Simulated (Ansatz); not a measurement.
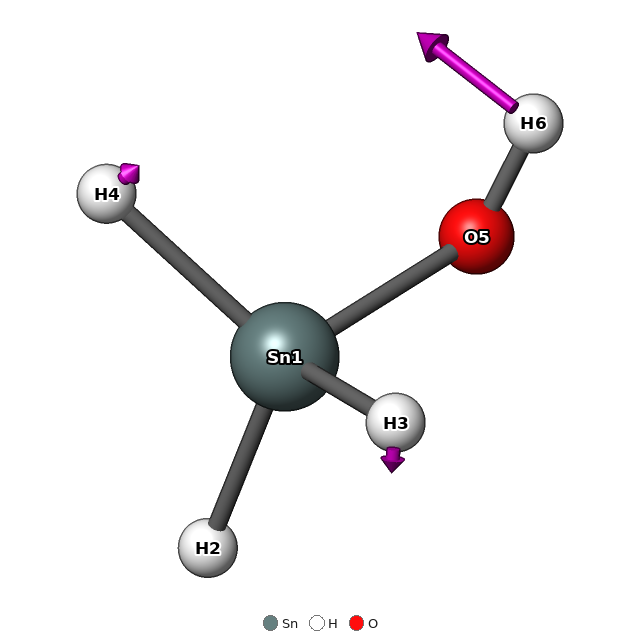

The arrows show one normal mode. Harmonic vibrations computed with RKS PBE0-D4/def2-TZVP, core potentials on Sn (Ansatz 0.2.0) at a stationary point of the same level.

**Describe the motion.**

A torsion or out-of-plane motion in which bond lengths and bond angles hardly change.

**At what wavenumber does it lie?**

120 cm⁻¹; it is mode 1 of 12 counted from the lowest.
